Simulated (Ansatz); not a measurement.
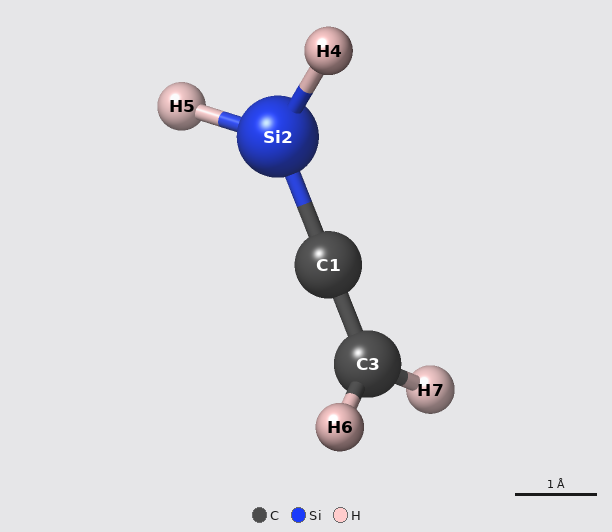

Atoms carry their numbers in the input. The geometry was computed by an optimisation with PBE-D4/def2-SVP. No frequency run is at hand to confirm it as a minimum.

How are the neighbours of atom 1 arranged?

C1 has 2 neighbours (Si2 at 1.71, C3 at 1.32 Å); the arrangement is linear.

What is the geometry at C3?

C3 has 3 neighbours (C1 at 1.32, H6 at 1.11, H7 at 1.11 Å); the arrangement is trigonal planar.

What is the geometry at Si2?

Si2 has 3 neighbours (C1 at 1.71, H4 at 1.49, H5 at 1.49 Å); the arrangement is trigonal planar.
